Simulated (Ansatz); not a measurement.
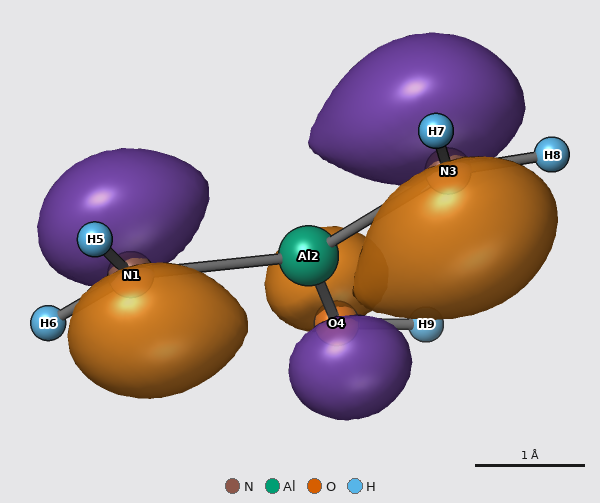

The picture shows: AlH5N2O. The HOMO−1 at ±0.15 Å⁻³ᐟ² (orange and purple are the two phases), seen at an oblique angle.

All numbers below come from RKS r2SCAN-D4/def2-SVP in Ansatz.

```xyz
9

N    -0.3633    1.2064   -1.1552
Al   -0.1855    0.0482    0.1710
N     1.1091   -1.1668    0.1596
O    -1.3198    0.1722    1.4399
H     0.2092    1.2645   -1.9895
H    -1.0822    1.9215   -1.1833
H     1.8091   -1.2638   -0.5686
H     1.2686   -1.8730    0.8698
H    -1.3567   -0.3553    2.2393
```

Describe this orbital and give its energy.

Answer. By Hirshfeld shares it lies mainly on N3 (about 40 %), N1 (about 25 %) and O4 (about 10 %); it changes sign across the molecular plane (π type); π-bonding across N1–Al2 and Al2–N3; π-antibonding (a node) across Al2–O4. Its energy is −5.87 eV.
